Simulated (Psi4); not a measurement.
C2H8OSi: property calculation (part 2 of 2)

Continued. System: C2H8OSi, SMILES CCO[SiH3]. Method: PBE0/def2-TZVPP, RKS, dispersion D4 (Psi4 1.11). The geometry was optimised with PBE0/def2-TZVP.

Geometry of the input (Å):
```
C  0.1126  1.7369  0.7249
C  -0.4375  0.5274  0.0122
O  0.5232  -0.5120  0.0435
Si 0.2559  -1.9833  -0.6336
H  1.0279  2.0825  0.2408
H  -0.6164  2.5506  0.7106
H  0.3437  1.4962  1.7642
H  -0.6814  0.7779  -1.0290
H  -1.3656  0.1915  0.4941
H  0.0089  -1.8609  -2.0983
H  -0.9330  -2.6431  -0.0232
H  1.4731  -2.7894  -0.3858
```

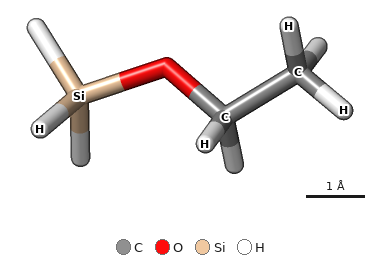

*The structure as given in the input (stick view, seen at a tilt).*

### Output, continued
```
      22A      0.013318    23A      0.058038    24A      0.061311
      25A      0.069857    26A      0.075208    27A      0.105458
      28A      0.109541    29A      0.124473    30A      0.141859
      31A      0.147599    32A      0.158944    33A      0.182226
      34A      0.193477    35A      0.213836    36A      0.223424
      37A      0.232205    38A      0.252455    39A      0.264335
      40A      0.293258    41A      0.298634    42A      0.312990
      43A      0.335957    44A      0.336287    45A      0.387841
      46A      0.413911    47A      0.416511    48A      0.432062
      49A      0.434798    50A      0.445530    51A      0.461137
      52A      0.486033    53A      0.498664    54A      0.526779
      55A      0.541575    56A      0.583452    57A      0.595157
      58A      0.608261    59A      0.622430    60A      0.659664
      61A      0.682653    62A      0.699245    63A      0.756425
      64A      0.761635    65A      0.792489    66A      0.809405
      67A      0.816705    68A      0.859078    69A      0.863891
      70A      0.897333    71A      0.906087    72A      0.913560
      73A      0.929089    74A      0.945935    75A      0.987173
      76A      0.993649    77A      1.006560    78A      1.015319
      79A      1.039265    80A      1.042797    81A      1.064956
      82A      1.106471    83A      1.120054    84A      1.145086
      85A      1.170666    86A      1.179163    87A      1.192806
      88A      1.200799    89A      1.263327    90A      1.283496
      91A      1.301664    92A      1.321164    93A      1.362513
      94A      1.375823    95A      1.384527    96A      1.389600
      97A      1.424210    98A      1.425949    99A      1.431673
     100A      1.436034   101A      1.450393   102A      1.465266
     103A      1.468115   104A      1.524945   105A      1.539435
     106A      1.560885   107A      1.582539   108A      1.608651
     109A      1.630865   110A      1.637942   111A      1.641206
     112A      1.749733   113A      1.866517   114A      1.874752
     115A      1.986654   116A      2.060082   117A      2.110702
     118A      2.138196   119A      2.164003   120A      2.208099
     121A      2.231120   122A      2.355956   123A      2.499439
     124A      2.546192   125A      2.556235   126A      2.570452
     127A      2.576940   128A      2.648576   129A      2.700274
     130A      2.718263   131A      2.749135   132A      2.802959
     133A      2.810710   134A      2.836538   135A      2.872341
     136A      2.898610   137A      2.902485   138A      2.964601
     139A      2.986635   140A      2.996923   141A      3.050533
     142A      3.075439   143A      3.106588   144A      3.126942
     145A      3.154541   146A      3.161091   147A      3.167984
     148A      3.201577   149A      3.221593   150A      3.234999
     151A      3.260187   152A      3.330737   153A      3.334729
     154A      3.359679   155A      3.362851   156A      3.394121
     157A      3.444336   158A      3.474425   159A      3.487064
     160A      3.498701   161A      3.521267   162A      3.545192
     163A      3.545978   164A      3.590520   165A      3.622183
     166A      3.634781   167A      3.658798   168A      3.659671
     169A      3.671754   170A      3.696278   171A      3.742222
     172A      3.752904   173A      3.779012   174A      3.801403
     175A      3.808765   176A      3.833091   177A      3.840923
     178A      3.901246   179A      3.931618   180A      3.948459
     181A      3.957755   182A      3.963769   183A      3.994738
     184A      4.010147   185A      4.028579   186A      4.051107
     187A      4.060931   188A      4.077234   189A      4.101855
     190A      4.124250   191A      4.138783   192A      4.147278
     193A      4.208576   194A      4.267236   195A      4.306507
     196A      4.357566   197A      4.369466   198A      4.396674
     199A      4.470378   200A      4.528291   201A      4.537237
     202A      4.555011   203A      4.568186   204A      4.631617
     205A      4.635359   206A      4.681391   207A      4.747412
     208A      4.788129   209A      4.819533   210A      4.850613
     211A      4.857467   212A      4.873612   213A      4.995152
     214A      5.105318   215A      5.137494   216A      5.186108
     217A      5.192749   218A      5.298541   219A      5.330127
     220A      5.337425   221A      5.353243   222A      5.383269
     223A      5.390594   224A      5.428701   225A      5.475068
     226A      5.502258   227A      5.518599   228A      5.570607
     229A      5.671620   230A      5.676186   231A      5.703601
     232A      5.785017   233A      6.007599   234A      6.060776
     235A      6.162609   236A      6.624403   237A      6.713678
     238A      6.793272   239A      6.814254   240A      6.947787
     241A      6.961514   242A      7.172527   243A      7.462573
     244A     12.283921   245A     23.368690   246A     23.721282
     247A     44.163672

    Final Occupation by Irrep:
              A
    DOCC [    21 ]
    NA   [    21 ]
    NB   [    21 ]

  @DF-RKS Final Energy:  -445.53889398666416

   => Energetics <=

    Nuclear Repulsion Energy =            175.3009508542236858
    One-Electron Energy =                -960.7457246994410980
    Two-Electron Energy =                 372.5608435974904751
    DFT Exchange-Correlation Energy =     -32.6488391296421554
    Empirical Dispersion Energy =          -0.0061246092949995
    VV10 Nonlocal Energy =                  0.0000000000000000
    Total Energy =                       -445.5388939866641635

Computation Completed

Properties will be evaluated at   0.000000,   0.000000,   0.000000 [a0]

Properties computed using the SCF density matrix

 Multipole Moments:

 ------------------------------------------------------------------------------------
     Multipole            Electronic (a.u.)      Nuclear  (a.u.)        Total (a.u.)
 ------------------------------------------------------------------------------------

 L = 1.  Multiply by 2.5417464519 to convert [e a0] to [Debye]
 Dipole X            :          1.4241979           -1.7653067           -0.3411088
 Dipole Y            :         -3.1340794            3.4044042            0.2703248
 Dipole Z            :         -0.5710222            0.5229702           -0.0480520
 Magnitude           :                                                    0.4378809

 ------------------------------------------------------------------------------------

	total time  =         16 seconds =       0.27 minutes

Properties will be evaluated at   0.000000,   0.000000,   0.000000 [a0]
OEProp: No title given, name of density matrix used for the following properties is 'SCF density'

 Multipole Moments:

 ------------------------------------------------------------------------------------
     Multipole            Electronic (a.u.)      Nuclear  (a.u.)        Total (a.u.)
 ------------------------------------------------------------------------------------

 L = 1.  Multiply by 2.5417464519 to convert [e a0] to [Debye]
 Dipole X            :          1.4241979           -1.7653067           -0.3411088
 Dipole Y            :         -3.1340794            3.4044042            0.2703248
 Dipole Z            :         -0.5710222            0.5229702           -0.0480520
 Magnitude           :                                                    0.4378809

 ------------------------------------------------------------------------------------
  Mulliken Charges: (a.u.)
   Center  Symbol    Alpha    Beta     Spin     Total
       1     C     3.12144  3.12144  0.00000 -0.24287
       2     C     2.99260  2.99260  0.00000  0.01480
       3     O     4.17520  4.17520  0.00000 -0.35040
       4    SI     6.80516  6.80516  0.00000  0.38968
       5     H     0.45623  0.45623  0.00000  0.08754
       6     H     0.46273  0.46273  0.00000  0.07454
       7     H     0.45627  0.45627  0.00000  0.08747
       8     H     0.46153  0.46153  0.00000  0.07695
       9     H     0.46156  0.46156  0.00000  0.07687
      10     H     0.53825  0.53825  0.00000 -0.07649
      11     H     0.53821  0.53821  0.00000 -0.07642
      12     H     0.53083  0.53083  0.00000 -0.06167

   Total alpha = 21.00000, Total beta = 21.00000, Total charge = -0.00000

  Lowdin Charges: (a.u.)
   Center  Symbol    Alpha    Beta     Spin     Total
       1     C     3.00252  3.00252  0.00000 -0.00504
       2     C     3.07554  3.07554  0.00000 -0.15108
       3     O     3.93941  3.93941  0.00000  0.12117
       4    SI     6.85348  6.85348  0.00000  0.29305
       5     H     0.49305  0.49305  0.00000  0.01390
       6     H     0.49304  0.49304  0.00000  0.01392
       7     H     0.49306  0.49306  0.00000  0.01388
       8     H     0.49654  0.49654  0.00000  0.00691
       9     H     0.49656  0.49656  0.00000  0.00689
      10     H     0.55361  0.55361  0.00000 -0.10721
      11     H     0.55355  0.55355  0.00000 -0.10710
      12     H     0.54964  0.54964  0.00000 -0.09929

  Total alpha = 21.00000, Total beta = 21.00000, Total charge = -0.00000

  Wiberg Bond Indices using Orthogonal Lowdin Orbitals:

  Irrep: 1 Size: 12 x 12

                 1                   2                   3                   4                   5

    1     0.00000000000000     1.14515453606464     0.11573233253906     0.01715978072670     0.94106454258597
    2     1.14515453606464     0.00000000000000     1.40215378429216     0.20569287152114     0.11855313874608
    3     0.11573233253906     1.40215378429216     0.00000000000000     1.57471155247892     0.00868150948481
    4     0.01715978072670     0.20569287152114     1.57471155247892     0.00000000000000     0.00205682643415
    5     0.94106454258597     0.11855313874608     0.00868150948481     0.00205682643415     0.00000000000000
    6     0.94150022179726     0.12166088443908     0.01160998100246     0.00224916935975     0.09221658498456
    7     0.94108306783901     0.11853981899083     0.00868653224592     0.00205528745292     0.09221471693514
    8     0.11473550278529     0.92916924535988     0.08156762927389     0.02192403141056     0.00573752104511
    9     0.11470896951817     0.92902726013857     0.08157413293131     0.02214617454041     0.01142592080263
   10     0.00105588807646     0.01244079437708     0.04318462694735     0.97225905994761     0.00004761087513
   11     0.00105746464896     0.01268964222514     0.04318118259138     0.97197861388612     0.00030125211294
   12     0.00106370081536     0.00759755683554     0.04439810901501     0.97549299617511     0.00005483446418

                 6                   7                   8                   9                  10

    1     0.94150022179726     0.94108306783901     0.11473550278529     0.11470896951817     0.00105588807646
    2     0.12166088443908     0.11853981899083     0.92916924535988     0.92902726013857     0.01244079437708
    3     0.01160998100246     0.00868653224592     0.08156762927389     0.08157413293131     0.04318462694735
    4     0.00224916935975     0.00205528745292     0.02192403141056     0.02214617454041     0.97225905994761
    5     0.09221658498456     0.09221471693514     0.00573752104511     0.01142592080263     0.00004761087513
    6     0.00000000000000     0.09221404549585     0.00505875697118     0.00505572822950     0.00020822978025
    7     0.09221404549585     0.00000000000000     0.01143240434272     0.00573587894243     0.00029841293140
    8     0.00505875697118     0.01143240434272     0.00000000000000     0.09130164102457     0.00299620463683
    9     0.00505572822950     0.00573587894243     0.09130164102457     0.00000000000000     0.00030487409828
   10     0.00020822978025     0.00029841293140     0.00299620463683     0.00030487409828     0.00000000000000
   11     0.00020661675649     0.00004714846288     0.00031167495457     0.00311574517246     0.03787439580709
   12     0.00023643654092     0.00005464877285     0.00059524110260     0.00059374195015     0.03655179330868

                11                  12

    1     0.00105746464896     0.00106370081536
    2     0.01268964222514     0.00759755683554
    3     0.04318118259138     0.04439810901501
    4     0.97197861388612     0.97549299617511
    5     0.00030125211294     0.00005483446418
    6     0.00020661675649     0.00023643654092
    7     0.00004714846288     0.00005464877285
    8     0.00031167495457     0.00059524110260
    9     0.00311574517246     0.00059374195015
   10     0.03787439580709     0.03655179330868
   11     0.00000000000000     0.03649152428385
   12     0.03649152428385     0.00000000000000

  Atomic Valences:

 #  #
 Irrep: 1
      1:    4.334316007396863
      2:    5.002679532990139
      3:    3.415481372802263
      4:    4.767726363933376
      5:    1.272354458470673
      6:    1.272216655357306
      7:    1.272361962411946
      8:    1.264829852907186
      9:    1.264990067348489
     10:    1.107221890786149
     11:    1.107255260901878
     12:    1.103130583264241
```

### Standard output
```
pbe0-d4 energy: -445.5388939867 Eh
```

### Results in brief

| quantity | value |
| --- | --- |
| outcome | converged |
| total energy | −445.538894 hartree |
| dispersion energy | −0.006125 hartree |
| basis functions | 247 |
| HOMO | −8.09 eV |
| LUMO | 0.36 eV |
| dipole moment | 1.11 D |
| hardware | 2 threads of Intel Xeon (Granite Rapids), 192 GiB of memory available, shared host |
| wall time | 17 s (CPU time 52 s) |
| peak memory | 3.8 GiB |
